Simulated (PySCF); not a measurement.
Ionisation energy of Ba⁺ ([Xe] 6s → [Xe]). PySCF, x2c-TZVPPall plus 1 diffuse shell for each l, spin-free X2C-1e, unrestricted single determinants, no spin-orbit coupling. Methods marked “subvalence” freeze 46 core electrons.

By method:

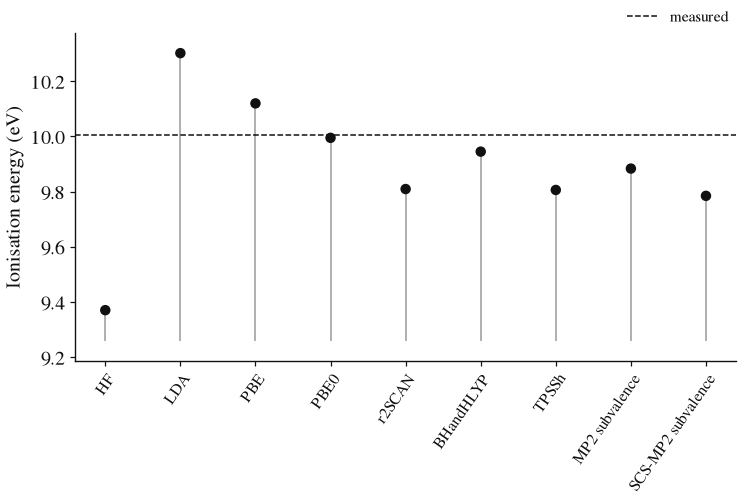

```csv
Method,Ionisation energy (eV)
HF,9.371
LDA,10.302
PBE,10.120
PBE0,9.995
r2SCAN,9.810
BHandHLYP,9.945
TPSSh,9.806
MP2 subvalence,9.884
SCS-MP2 subvalence,9.785
```

The values run from 9.371 eV (HF) to 10.302 eV (LDA). The measured value is 10.004 eV; nearest to it come PBE0 (−0.009) and BHandHLYP (−0.059), furthest HF (−0.633 eV).
